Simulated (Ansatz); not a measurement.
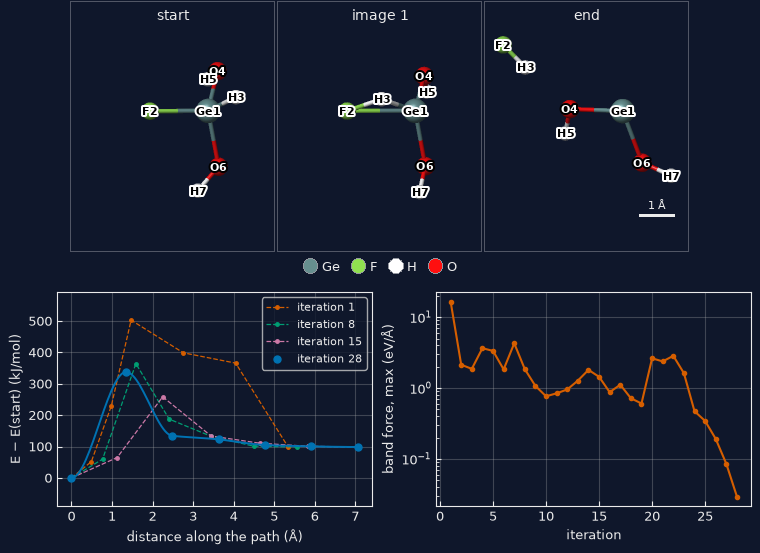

A nudged-elastic-band calculation for GeH3O2F. Images are numbered from 0 (start) to 6 (end). The plot follows the band through its iterations. The picture is a ball-and-stick view, seen from a free direction.

Level of theory: RHF/def2-SVP (Ansatz 0.2.0). Settings: 5 movable images; climbing image; force threshold 0.05 eV/Å; iteration limit 60; starting path through a guess of the saddle point.

> Did the band converge, and can the barrier be trusted?

The result is final at these settings. The band converged in 28 iterations. The largest component of the band force went from 17 to 0.029 eV/Å. The climbing image converged on the top of the path. Its vibrational analysis gives one imaginary mode (1863i cm⁻¹), as a transition state must have. The first iteration put the highest image at 502.7 kJ/mol. Forward barrier 337.5 kJ/mol, backward barrier 238.9 kJ/mol, with image 1 at the top; the reaction energy is +98.6 kJ/mol.

Limits of the set-up: Hartree-Fock leaves out electron correlation.

Cost: 6.5 min on 1 thread of Arm Neoverse N1 (shared host), peak memory 0.18 GiB.
